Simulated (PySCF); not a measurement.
## Electronic structure of C6H12S2 in real space

Input file:

```
{"job": {"kind": "nmr", "xc": "PBE0", "basis": "pcSseg-1"}, "charge": 0, "multiplicity": 1}
C     -2.628277     0.920769     0.045315
C     -1.744908    -0.285163     0.337623
C     -0.291017    -0.057222    -0.064521
C      0.546306    -1.321608     0.107484
C      1.930707    -1.224297    -0.516420
S      3.027585    -0.081981     0.385694
C      2.023773     1.412657     0.180282
S      0.397378     1.303276     0.966380
H     -2.276674     1.789392     0.596364
H     -3.654024     0.715285     0.340075
H     -2.615409     1.155815    -1.016958
H     -2.120800    -1.153189    -0.210897
H     -1.783453    -0.518096     1.403648
H     -0.242012     0.289164    -1.103179
H      0.642000    -1.548670     1.171660
H      0.017725    -2.152374    -0.369833
H      2.438332    -2.187067    -0.481857
H      1.875155    -0.886918    -1.553654
H      2.556420     2.227438     0.662877
H      1.896047     1.613467    -0.883120
```

Run with:

```sh
OMP_NUM_THREADS=1 python probes_run.py task.json out
```

Geometry: GFN2-xTB.

Level of theory: PySCF, PBE0/pcSseg-1, SCF density, gas phase, non-relativistic.

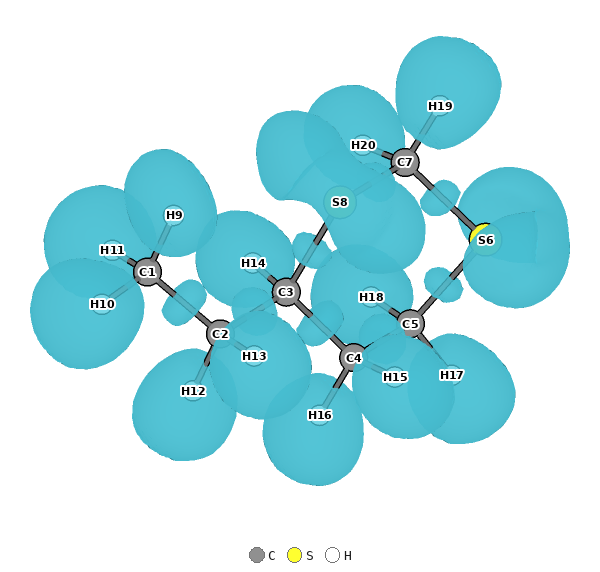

Figure 1. Isosurface of the ELF at 0.85 (cyan), seen at a tilt. Only the valence region is drawn (cores and ρ < 0.01 e/Å³ removed).

Identify the bonds, lone pairs and shells in this picture.

At this value the surface marks out four regions between bonded C–C atoms (shared pairs), four regions between bonded C–S atoms (shared pairs), twelve regions around hydrogen nuclei and two regions wrapped around S (its lone pairs, merged into a ring or cap). Along the contacts the grid gives the following. C–C (1.52 Å): the ELF peaks at about 0.95 between the atoms; a shared electron pair. C–S (1.81 Å): the ELF peaks at about 0.90 between the atoms: localised, covalent bonding.

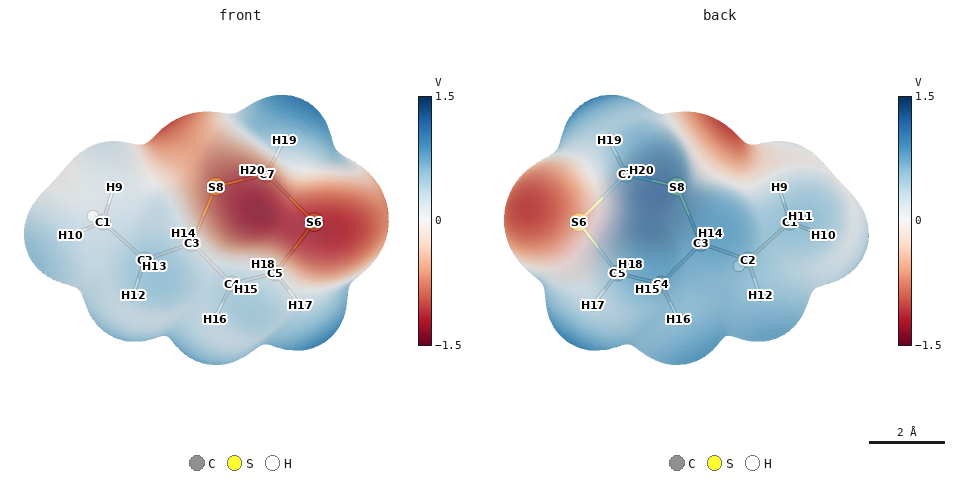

Figure 2. The molecular electrostatic potential painted on the density surface at 0.002 e/bohr³, seen from the front and from behind; red is negative and blue positive.

Where is the surface potential most negative and most positive?

The most negative region (about −1.3 V, or −30 kcal/mol for a unit charge) lies over S6 and S8, the most positive (about +1.0 V, or +23 kcal/mol for a unit charge) over H19 and H20.

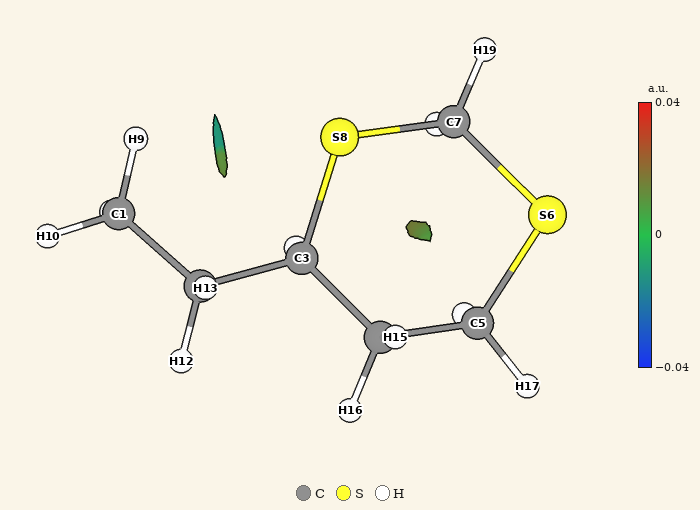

Figure 3. Non-covalent interaction (NCI) plot: the surface where the reduced density gradient is 0.4, for densities under 0.05 a.u., coloured by sign(λ₂)ρ; seen across its widest extent.

Which non-covalent interactions does the plot reveal?

Between H9 and C1 on one side and S8 and C3 on the other: a weak contact, attractive (blue-green) on one side and crowded (olive to red) on the other; inside the ring or cage of C3, C4, C5, S6, C7 and S8: steric crowding (red).
